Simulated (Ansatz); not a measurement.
System: CH₅Cl₂NTi.

```xyz
10

Ti   -0.8179    0.2126    0.5793
C     1.3464    0.5843   -0.1233
N    -0.9941   -1.1915   -0.5921
H    -0.0543   -1.1310   -1.0138
Cl   -2.0966    1.9628    0.0881
Cl   -0.8418   -0.4016    2.7148
H     1.7256    1.5208    0.3309
H     1.9554   -0.2788    0.2128
H     1.3427    0.6747   -1.2280
H    -1.5652   -1.9524   -0.9686
```

Not at a stationary point (largest force 1.6 eV/Å).

All numbers below come from Ansatz 0.2.0, RKS BLYP/def2-SVP.

**Predict the electron density and electron localisation function between the atoms.**

Ti–N (1.84 Å): ρ is about 1 e/Å³ halfway; the ELF peaks at about 0.85 in the valence shell of N, 0.6 Å from its nucleus, and is about 0.30 at the midpoint.
C–Ti (2.31 Å): ρ is about 0.5 e/Å³ halfway; the ELF peaks at about 0.95 in the valence shell of C, 0.8 Å from its nucleus, and is about 0.65 at the midpoint.
N–H (1.02 Å): ρ at the midpoint is about 2.7 e/Å³; the ELF climbs to about 1 towards the hydrogen, as it does in any bond to H; an ordinary covalent bond to hydrogen.
C–H (1.11 Å): ρ is about 1.8 e/Å³ halfway; the ELF climbs to about 1 towards the hydrogen: a covalent bond by its length.

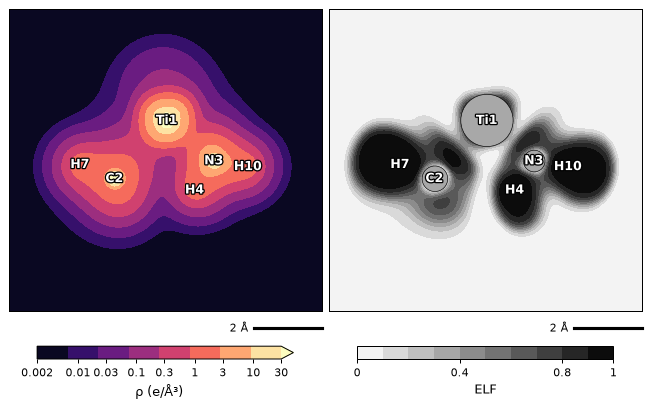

Computed electron density and electron localisation function on the plane of atoms H4, N3 and H10, in this order. Grey discs cover the atomic cores in the ELF map. 
